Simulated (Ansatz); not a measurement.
## Two runs on CH4Si

System: CH4Si.
Method of run A: RKS SPW92/def2-TZVPP (Ansatz 0.2.0).

The geometry comes from this level: PBE0-D4/def2-TZVP. Text and figures count atoms from 1; the logs count them from 0 in places.

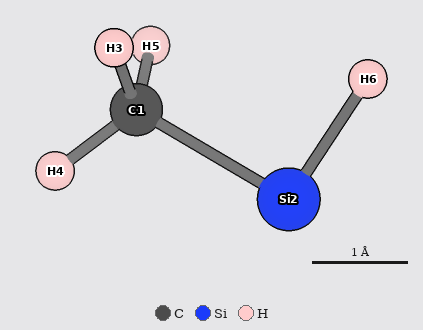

The input geometry (ball-and-stick view, seen at a tilt; atoms are numbered from 1 in the order of the input). Bond lengths as drawn: C–H 1.09 to 1.10 Å, C–Si 1.89 Å and H–Si 1.53 Å.

### The input, run A
```yaml
crystal:
  periodic: [false, false, false]
  atoms:
    - {symbol: C, position_ang: [-0.093516, -0.365984, -0.370345]}
    - {symbol: Si, position_ang: [0.917299, 0.209775, 1.122309]}
    - {symbol: H, position_ang: [-1.156892, -0.410100, -0.102198]}
    - {symbol: H, position_ang: [0.214952, -1.335643, -0.762996]}
    - {symbol: H, position_ang: [-0.024007, 0.381989, -1.170808]}
    - {symbol: H, position_ang: [0.142164, 1.519973, 1.284048]}
basis:
  gaussian: {orbitals: def2-TZVPP}
hamiltonian: {xc: lda}
output: {orbitals: {seedname: orbitals}}
```

Hardware: 2 CPU threads, shared host.

### Output (run A)
```
Functional definition: SPW92
  exchange = slater_x
  correlation = pw_c
704 factors; their error is unknown
mean field evaluation 1: about -8926.1169 eV, gradient 6.6e1 eV
mean field evaluation 2: about -8899.0813 eV, gradient 1.0e2 eV
mean field evaluation 4: about -8936.0398 eV, gradient 5.9e0 eV
mean field evaluation 8: about -8936.1534 eV, gradient 4.7e-2 eV
mean field evaluation 16: about -8936.1303 eV, gradient 1.2e-4 eV
mean field -8936.13028745 eV, -328.3967309372 hartree, gradient 1.0e-5 eV, S^2 0.000000; 0 other end points of the search recorded, 0 dependent functions left out
reference -8936.13031911 eV, -328.3967321007 hartree; 12, 12 occupied and 117, 117 virtual orbitals, 704 factors
Total energy: -8936.13031911 eV, -328.3967321007 hartree
```

Run B used a changed input.

### The two runs side by side

```tsv
quantity	run A	run B
outcome	converged	converged
total energy (hartree)	−328.396732	−329.422277
HOMO (eV)	−5.31	−8.67
LUMO (eV)	−3.59	0.68
basis functions	129	129
wall time (shared host)	0.55 s	4.3 s
```

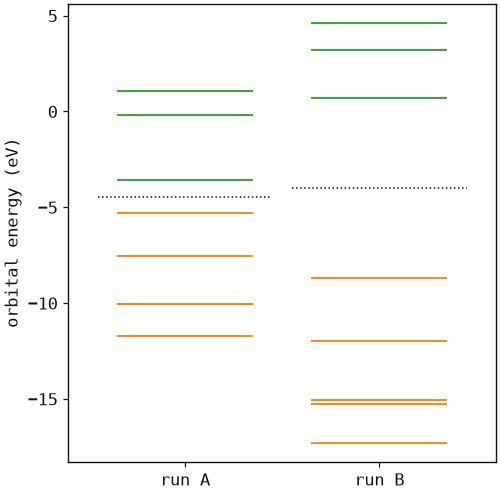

The five highest filled and three lowest empty orbital energies of the two runs; the dotted lines part filled from empty levels. The HOMO–LUMO gap is 1.72 eV in run A and 9.35 eV in run B.

What was changed in the input?

The change (lines with − go, lines with + come):
```diff
-hamiltonian: {xc: lda}
+correlation: {method: ccsd_t}
```

The total energies belong to different methods, so their difference says nothing on which is more stable or more accurate. The HOMO goes from −5.31 to −8.67 eV. The LUMO goes from −3.59 to 0.68 eV.

### Output (run B)
```
Functional definition: HF
  exchange = exact_x
  correlation = 0
730 factors; integrals over basis functions are off by at most 1.1e-3 eV
mean field evaluation 1: about -8953.0849 eV, gradient 2.6e1 eV
mean field evaluation 2: about -8953.0864 eV, gradient 2.6e1 eV
mean field evaluation 4: about -8954.9276 eV, gradient 2.3e0 eV
mean field evaluation 8: about -8954.9592 eV, gradient 7.3e-2 eV
mean field evaluation 16: about -8954.5871 eV, gradient 1.1e1 eV
mean field -8954.95929335 eV, -329.0886841410 hartree, gradient 1.9e-6 eV, S^2 0.000000; 0 other end points of the search recorded, 0 dependent functions left out; unrestricted orbitals would lower it
6 core orbitals not correlated: weight in the atoms' cores, before any rotation towards them, 1.000 or more for the frozen orbitals, at most 0.000 for the correlated occupied ones
reference -8954.95929335 eV, -329.0886841410 hartree; 6, 6 occupied and 117, 117 virtual orbitals, 730 factors
second order -7.77988169 eV of doubles, -0.00000000 eV of singles
cycle   1  -8.42185662 eV  change   -6.4e-1 eV  update   7.3e-2
cycle   2  -8.72677277 eV  change   -3.0e-1 eV  update   2.8e-2
cycle   3  -8.76137162 eV  change   -3.5e-2 eV  update   1.1e-2
cycle   4  -8.75866967 eV  change    2.7e-3 eV  update   4.5e-3
cycle   5  -8.75879280 eV  change   -1.2e-4 eV  update   1.5e-3
cycle   6  -8.75872297 eV  change    7.0e-5 eV  update   5.6e-4
cycle   7  -8.75880629 eV  change   -8.3e-5 eV  update   1.8e-4
cycle   8  -8.75886834 eV  change   -6.2e-5 eV  update   5.5e-5
cycle   9  -8.75885941 eV  change    8.9e-6 eV  update   1.9e-5
cycle  10  -8.75885844 eV  change    9.7e-7 eV  update   6.5e-6
perturbative correction -0.31866011 eV, -0.0117105430 hartree
Total energy: -8964.03681190 eV, -329.4222767948 hartree
```
